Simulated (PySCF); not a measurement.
C₄H₈F (doublet)

```yaml
atoms:
  - { symbol: C, position_ang: [-0.2415, 1.3485, -0.5799] }
  - { symbol: C, position_ang: [0.0494, -0.0417, -0.1513] }
  - { symbol: C, position_ang: [1.3723, -0.3751, 0.4315] }
  - { symbol: C, position_ang: [-1.0682, -0.9932, 0.0098] }
  - { symbol: F, position_ang: [-1.7011, -0.8480, 1.2637] }
  - { symbol: H, position_ang: [0.6431, 1.8190, -1.0066] }
  - { symbol: H, position_ang: [-1.0489, 1.3730, -1.3108] }
  - { symbol: H, position_ang: [-0.5602, 1.9630, 0.2713] }
  - { symbol: H, position_ang: [1.4007, -0.1372, 1.5022] }
  - { symbol: H, position_ang: [2.1653, 0.1955, -0.0494] }
  - { symbol: H, position_ang: [1.5868, -1.4388, 0.3353] }
  - { symbol: H, position_ang: [-1.8661, -0.8281, -0.7216] }
  - { symbol: H, position_ang: [-0.7362, -2.0365, -0.0121] }
```

Geometry: GFN2-xTB.

All numbers below come from PySCF, UKS B3LYP, pcH-1 on C F H, non-relativistic, mean-field spin-orbit, GIAO.

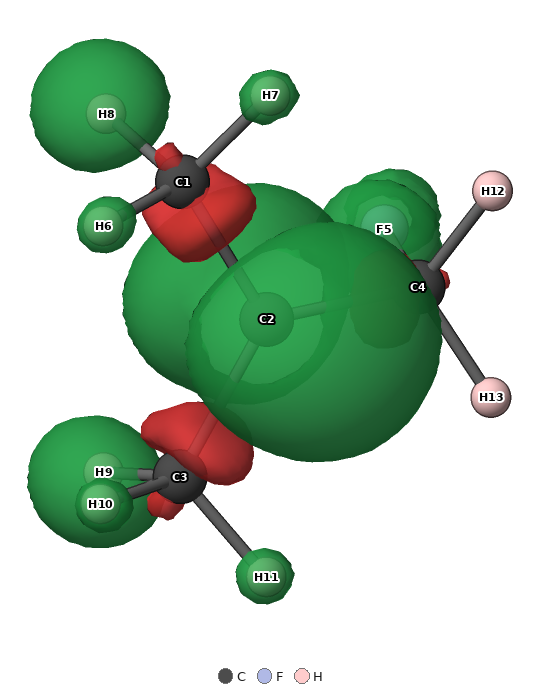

Figure 1. Isosurfaces of the spin density (α minus β) at +0.02 (green) and −0.02 e/Å³ (red), seen at a tilt.

**Which atoms carry the spin?**

The unpaired spin (1 electron) lies mostly on C2 (about 0.6), in electrons by Hirshfeld's partition.

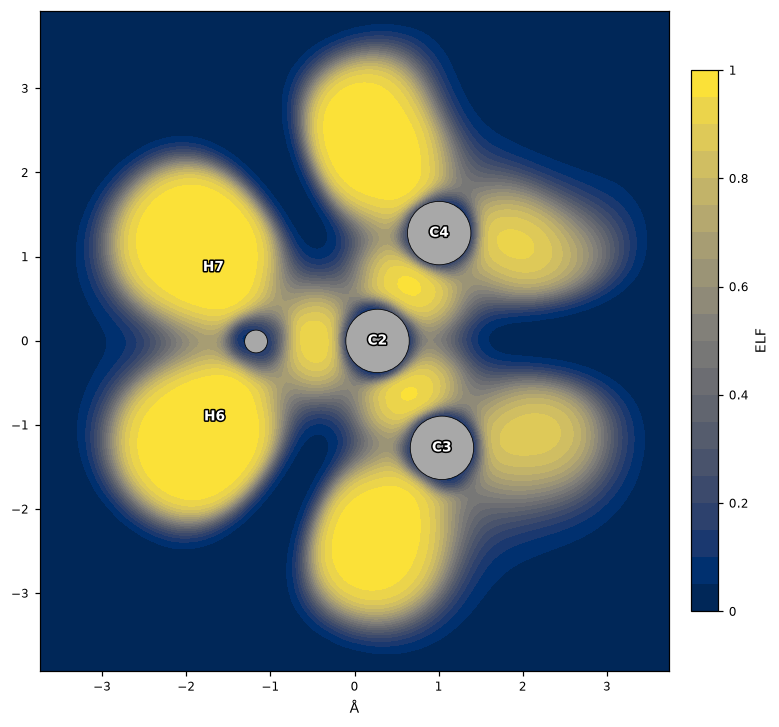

Figure 2. Electron localisation function on the plane of atoms C3, C2 and C4. Grey discs cover the atomic cores.

**Interpret the plot.**

The plane passes through C and H nuclei.
C–C (1.48 Å): the ELF peaks at about 0.95 between the atoms; localised, covalent bonding.

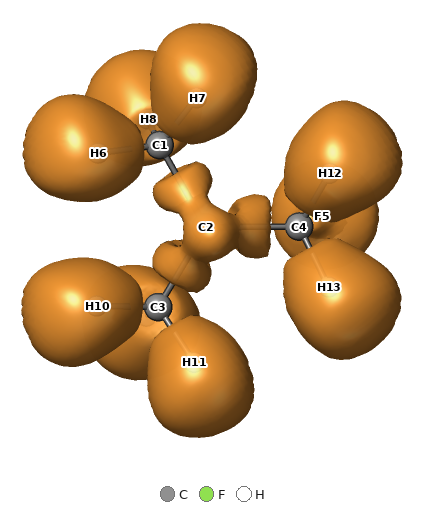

Figure 3. Isosurface of the electron localisation function at 0.75 (orange), seen across its widest extent. Only the valence region is drawn (cores and ρ < 0.01 e/Å³ removed).

**Where are the electrons localised?**

The ELF exceeds this value in eight regions around hydrogen nuclei, one region on C in which the atom's valence shell and bonds are merged and one region on F in which the atom's valence shell and bonds are merged.


C–F (1.41 Å): the ELF peaks at about 0.80 between the atoms (a polar covalent bond).

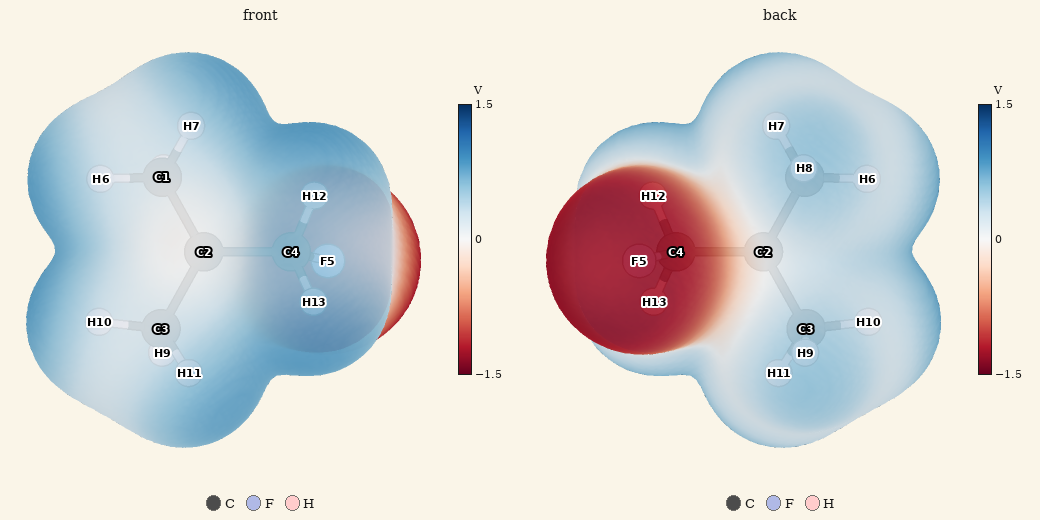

Figure 4. The molecular electrostatic potential painted on the density surface at 0.002 e/bohr³, seen from the front and from behind; red is negative and blue positive.

**Describe the electrostatic potential map.**

The most negative region (about −1.3 V, or −30 kcal/mol for a unit charge) lies over F5, the most positive (about +0.8 V, or +18 kcal/mol for a unit charge) over the H atoms.
